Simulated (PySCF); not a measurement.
Molecule: SMILES [AlH]([CH2]C)[CH2]C (C4H11Al). Atoms near the plane z = 0.0 Å, at the GFN2-xTB optimised geometry (x, y, z in Å): Al1 (-0.7, 0.8, 0.0), H2 (-1.3, 2.2, 0.0), C3 (1.3, 0.8, 0.0), C4 (1.8, 2.3, -0.1), H5 (1.8, 0.3, -0.8), H6 (1.8, 0.4, 0.9), H7 (1.4, 2.9, 0.8), H8 (1.4, 2.8, -1.0), H9 (2.8, 2.4, -0.1), C10 (-1.9, -0.8, 0.0), C11 (-1.3, -2.0, 0.7), H12 (-2.2, -1.0, -1.0), H13 (-2.8, -0.5, 0.5), H15 (-0.3, -2.2, 0.2), H16 (-1.9, -2.9, 0.6).

Method: B3LYP/def2-TZVP run with PySCF. Cells within 0.4 Å of a nucleus heavier than hydrogen are left out (blank, or x). The values are rescaled to run from 0 to 1.

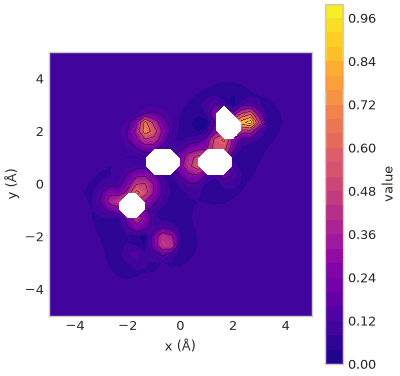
Figure. a field on the plane z = 0.0 Å.

Question: Which quantity is mapped?
A. an orbital amplitude
B. Laplacian of the electron density
C. deformation density (molecule minus spherical neutral atoms)
D. electrostatic potential

Answer: C, deformation density (molecule minus spherical neutral atoms). In full: deformation density (molecule minus spherical neutral atoms) (e/bohr³).
